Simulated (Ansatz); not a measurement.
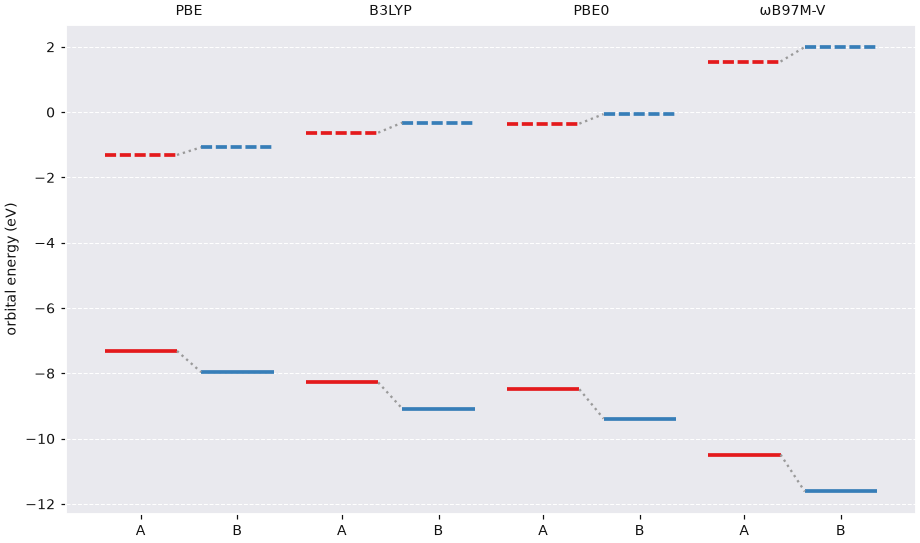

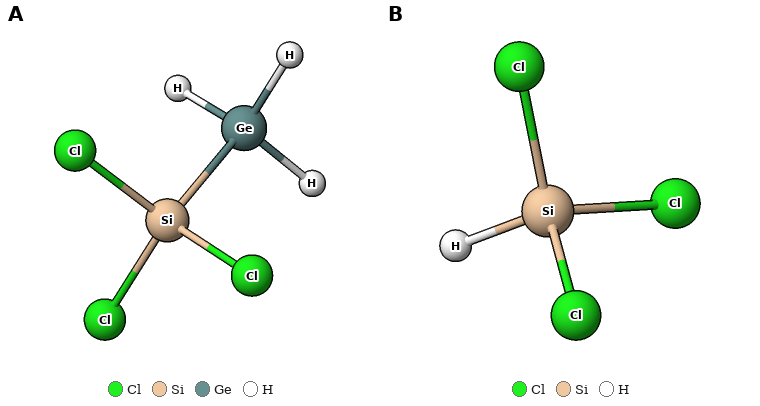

One change: A, GeSiH₃Cl₃ (SMILES Cl[Si](Cl)(Cl)[GeH3]), becomes B, SiHCl₃ (SMILES Cl[SiH](Cl)Cl). GeH₃ on Si is replaced by H. HOMO (solid) and LUMO (dashed) computed in def2-TZVPP at PBE0-D4/def2-TZVP geometries, both minima by their frequencies, gas phase, the Ansatz code 0.2.0. Empty levels above zero depend strongly on the basis.

Question: What does the change do to HOMO and LUMO?

Answer: PBE: the HOMO falls by 0.65 eV, the LUMO rises by 0.23 eV, and the separation goes from 6.01 to 6.89 eV. B3LYP: the HOMO falls by 0.81 eV, the LUMO rises by 0.31 eV, and the separation goes from 7.65 to 8.76 eV. PBE0: the HOMO falls by 0.90 eV, the LUMO rises by 0.29 eV, and the separation goes from 8.14 to 9.33 eV. ωB97M-V: the HOMO falls by 1.13 eV, the LUMO rises by 0.45 eV, and the separation goes from 12.04 to 13.62 eV.

Question: Do the functionals agree on the effect?

Answer: They agree on the direction for both levels; the HOMO shift lies between −1.13 and −0.65 eV and the LUMO shift between 0.23 and 0.45 eV, while the separations themselves differ by up to 6.7 eV between functionals.
